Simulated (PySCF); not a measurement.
```xyz
17

C     3.1051    1.0300   -0.5892
N     2.3394    0.8671    0.3809
Si    1.7664   -0.4821    1.2879
O     0.1336   -0.3780    1.2978
C    -0.7509   -0.2847    0.2784
C    -0.2387   -0.3478   -1.0435
N     0.2050   -0.4063   -2.1001
C    -2.0628   -0.1365    0.5074
C    -3.1018   -0.0274   -0.5514
H     3.6391    0.2288   -1.1067
H     3.2707    2.0361   -0.9683
H     2.1565   -1.8151    0.8219
H     2.0572   -0.1892    2.6774
H    -2.3947   -0.0897    1.5350
H    -3.8413   -0.8191   -0.4312
H    -2.6647   -0.0985   -1.5441
H    -3.6252    0.9245   -0.4620
```

Geometry: GFN2-xTB.

Theory: PBE0/pcSseg-1, SCF density, gas phase, non-relativistic in PySCF.

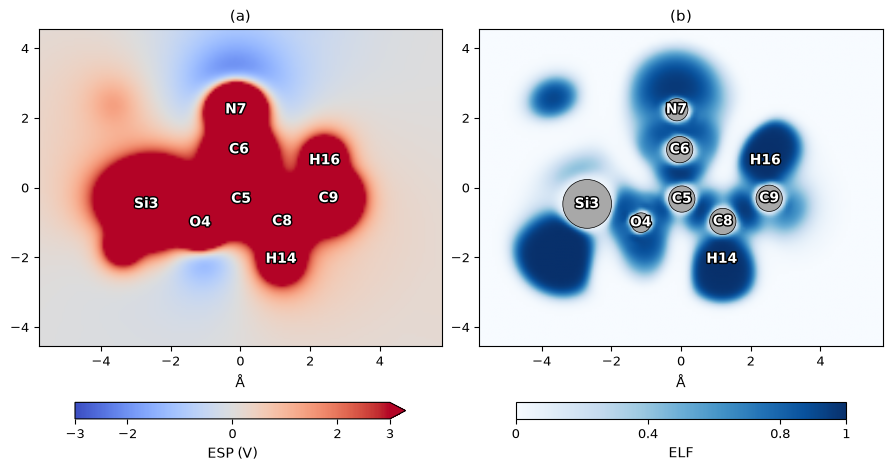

C$_{5}$H$_{8}$N$_{2}$OSi. (a) molecular electrostatic potential; (b) electron localisation function on the plane of atoms O4, C5 and C8. Grey discs cover the atomic cores in the ELF map.

Describe what can be read from this map.

Atoms in the plane: Si, O, C, N and H. C–N (1.15 Å): the ELF peaks at about 0.90 between the atoms; a short, multiple covalent bond. C–C (1.34 Å): the ELF peaks at about 0.95 between the atoms; a multiple bond. C–O (1.35 Å): the ELF peaks at about 0.90 between the atoms (a shared but strongly polarised pair). Si–O (1.64 Å): the ELF peaks at about 0.90 between the atoms; a polar covalent bond. C–H (1.08 Å): the ELF climbs to about 1 towards the hydrogen, as it does in any bond to H (an ordinary covalent bond to hydrogen). The ELF also peaks beside O4 and N7, away from the bonds: lone-pair regions. Outside the dense part of the molecule the potential is most negative (−2.0 V) near N7.
